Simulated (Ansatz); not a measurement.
S₂Ta (quartet)

Input

```
crystal:
  periodic: [false, false, false]
  atoms:
    - {symbol: Ta, position_ang: [-0.459708, 0.799679, -0.043609]}
    - {symbol: S, position_ang: [-1.268920, -1.265727, -0.056763]}
    - {symbol: S, position_ang: [1.728638, 0.466048, 0.100372]}
basis:
  gaussian: {orbitals: def2-TZVP, initial_orbitals: start.molden}
magnetization: {spin_polarized: true, initial_magnetization: 3}
hamiltonian: {xc: pbe0, dispersion: d4}
output: {orbitals: {seedname: orbitals}}
```

Run with:

```sh
ansatz run in.yaml --threads 4 --pin off --events-out ev --progress --plain --max-ram 3916MiB
```

Geometry: r2SCAN-D4/def2-TZVP; core potentials replace the inner electrons of Ta.

Method: UKS PBE0-D4/def2-TZVP (Ansatz).

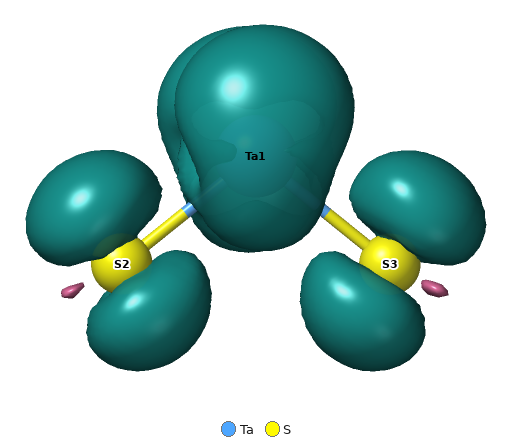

Figure 1. Isosurfaces of the spin density at +0.03 (teal) and −0.03 e/Å³ (pink), seen across its widest extent.

**Which atoms carry the spin?**

The unpaired spin (3 electrons) lies mostly on Ta1 (about 1.9), S2 (about 0.5) and S3 (about 0.5), in electrons by Hirshfeld's partition.

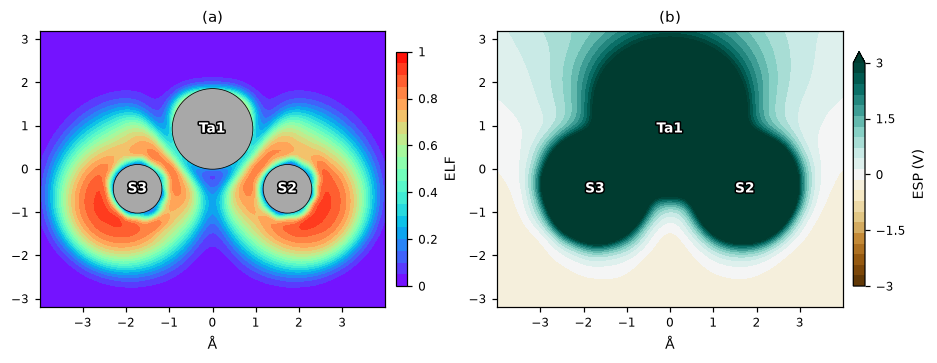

Figure 2. (a) electron localisation function; (b) electrostatic potential on the molecular plane. Grey discs cover the atomic cores in the ELF map.

**What does the map show?**

The plane passes through Ta and S nuclei. Ta–S (2.22 Å): the ELF peaks at about 0.80 in the valence shell of S, 0.9 Å from its nucleus, and is about 0.50 at the midpoint. Outside the dense part of the molecule the potential is most negative (−0.4 V) near S2 and S3.

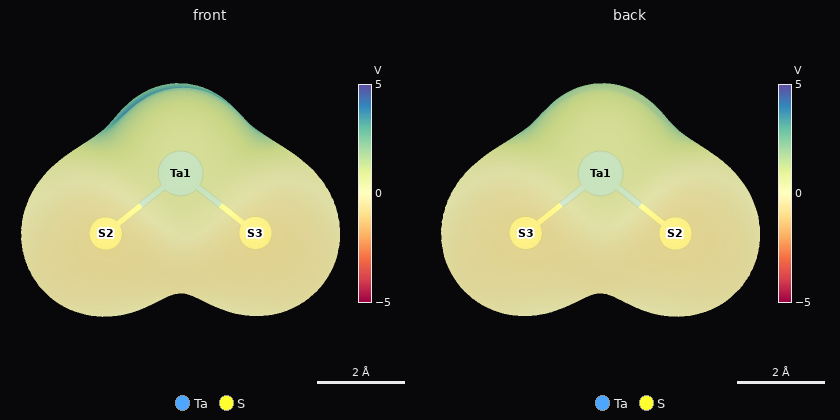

Figure 3. The electrostatic potential painted on the density surface at 0.002 e/bohr³, seen from the front and from behind; red is negative and blue positive.

**Which sites attract a positive test charge, and which a negative one?**

A positive charge is drawn to the negative regions and a negative charge to the positive ones. The most negative region (about −0.6 V, or −14 kcal/mol for a unit charge) lies over S2 and S3, the most positive (about +4.0 V, or +92 kcal/mol for a unit charge) over Ta1.
